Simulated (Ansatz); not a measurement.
# Two runs on AlHBr

System: AlHBr, multiplicity 2.
Method of the first run: UKS PBE0-D4/def2-SVPD (Ansatz 0.2.0).

Text and figures count atoms from 1; the logs count them from 0 in places.

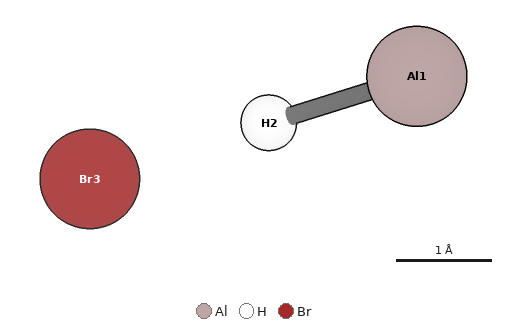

Fig. 1: The structure (ball-and-stick view, seen at a tilt; atoms are numbered from 1 in the order of the input). Sticks mark near contacts.

**Input file, the first run**
```yaml
crystal:
  periodic: [false, false, false]
  atoms:
    - { symbol: Al, position_ang: [-1.899, 0.0, 0.0] }
    - { symbol: H, position_ang: [0.0, 0.0, 0.0] }
    - { symbol: Br, position_ang: [2.294, 0.0, 0.0] }
magnetization:
  spin_polarized: true
  initial_magnetization: 1
basis:
  gaussian: { orbitals: def2-SVPD }
hamiltonian:
  xc: pbe0
  dispersion: d4
output:
  forces: true
```

Command:
```bash
ansatz run input.yaml --threads 1 --pin off --max-ram 2560MiB --backend cpu --events-out ev --progress --plain --runs-dir out
```

Hardware: 1 thread of AMD EPYC (Zen 5), 16 GiB of memory available, shared host.

**Output (the first run)**
```
Engine: ansatz 0.2.0, x86_64-unknown-linux-gnu
Functional definition: PBE0
  parameter a = 0.25
  parameter kappa = 0.804
  parameter beta = 0.06672455060314922
  exchange = (1 - a)*pbe_x(kappa = kappa, mu = beta*pi^2/3) + a*exact_x
  correlation = pbe_c(beta = beta)
684 factors; integrals over basis functions are off by at most 1.1e-3 eV
mean field evaluation 1: about -76632.6764 eV, gradient 1.4e1 eV
mean field evaluation 2: about -76489.8239 eV, gradient 8.7e1 eV
mean field evaluation 4: about -76635.4823 eV, gradient 3.5e0 eV
mean field evaluation 8: about -76635.6150 eV, gradient 1.6e-1 eV
mean field evaluation 16: about -76635.6156 eV, gradient 6.8e-5 eV
mean field -76635.61556410 eV, -2816.3069264948 hartree, gradient 8.9e-6 eV, S^2 0.758910; 2 other end points of the search recorded, 0 dependent functions left out
the calculation of the forces begins
reference -76635.61559492 eV, -2816.3069276272 hartree; 25, 24 occupied and 48, 49 virtual orbitals, 684 factors
Total energy: -76635.65753168 eV, -2816.3084687747 hartree
Atom 0 at    -1.899000     0.000000     0.000000 Å, force     1.047972    -0.000000    -0.000000 eV/Å
Atom 1 at     0.000000     0.000000     0.000000 Å, force    -0.031441     0.000000     0.000000 eV/Å
Atom 2 at     2.294000     0.000000     0.000000 Å, force    -1.016531    -0.000000    -0.000000 eV/Å
Dipole moment:    -1.438372     0.000000     0.000000 e Å
```

The input of the second run differs as follows (lines with − go, lines with + come):
```diff
-    - { symbol: Al, position_ang: [-1.899, 0.0, 0.0] }
+    - { symbol: Al, position_ang: [-3.216, 0.0, 0.0] }
-    - { symbol: Br, position_ang: [2.294, 0.0, 0.0] }
+    - { symbol: Br, position_ang: [2.889, 0.0, 0.0] }
```

Predict how the results change.

With the same method and basis, the second run lies 58.6 kcal/mol higher. The largest force goes from 1.048 to 1.155 eV/Å.

**Output (the second run)**
```
Engine: ansatz 0.2.0, x86_64-unknown-linux-gnu
Functional definition: PBE0
  parameter a = 0.25
  parameter kappa = 0.804
  parameter beta = 0.06672455060314922
  exchange = (1 - a)*pbe_x(kappa = kappa, mu = beta*pi^2/3) + a*exact_x
  correlation = pbe_c(beta = beta)
684 factors; integrals over basis functions are off by at most 6.7e-4 eV
mean field evaluation 1: about -76630.4546 eV, gradient 1.3e1 eV
mean field evaluation 2: about -76421.1123 eV, gradient 7.4e1 eV
mean field evaluation 4: about -76475.9861 eV, gradient 9.4e1 eV
mean field evaluation 8: about -76632.6056 eV, gradient 3.1e0 eV
mean field evaluation 16: about -76633.0907 eV, gradient 9.4e-3 eV
mean field evaluation 32: about -76632.5881 eV, gradient 4.2e0 eV
mean field -76633.09074561 eV, -2816.2141411267 hartree, gradient 1.1e-5 eV, S^2 0.755507; 3 other end points of the search recorded, 0 dependent functions left out
the calculation of the forces begins
reference -76633.09078082 eV, -2816.2141424205 hartree; 25, 24 occupied and 48, 49 virtual orbitals, 684 factors
Total energy: -76633.11622299 eV, -2816.2150774029 hartree
Atom 0 at    -3.216000     0.000000     0.000000 Å, force     1.154603     0.000000    -0.000000 eV/Å
Atom 1 at     0.000000     0.000000     0.000000 Å, force    -0.271928    -0.000000     0.000000 eV/Å
Atom 2 at     2.889000     0.000000     0.000000 Å, force    -0.882675     0.000000    -0.000000 eV/Å
Dipole moment:    -2.941275     0.000000     0.000000 e Å
```

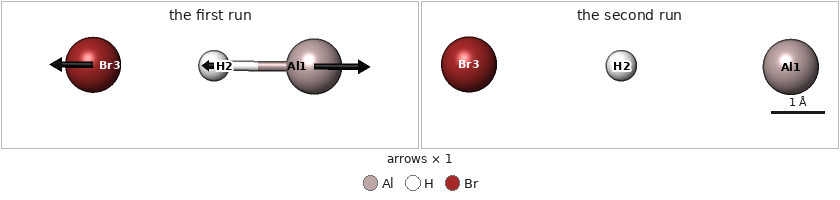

Fig. 2: The two input geometries at one scale (ball-and-stick view, seen at a tilt). The black arrows on the first give the shifts of the atoms after the best rigid fit, at true length. Al1 moves most after the best rigid fit: 1.08 Å. By element the largest moves are Al 1.08 Å, Br 0.84 Å, H 0.24 Å. Among the contacts that change: Al1–H2 1.899 → 3.216 Å.

**The two runs side by side**

| quantity | the first run | the second run |
| --- | --- | --- |
| outcome | converged | converged |
| total energy (hartree) | −2816.308469 | −2816.215077 |
| ⟨S²⟩ | 0.759 | 0.756 |
| largest force (eV/Å) | 1.048 | 1.155 |
| basis functions | 73 | 73 |
| wall time (shared host) | 1.4 s | 2.4 s |
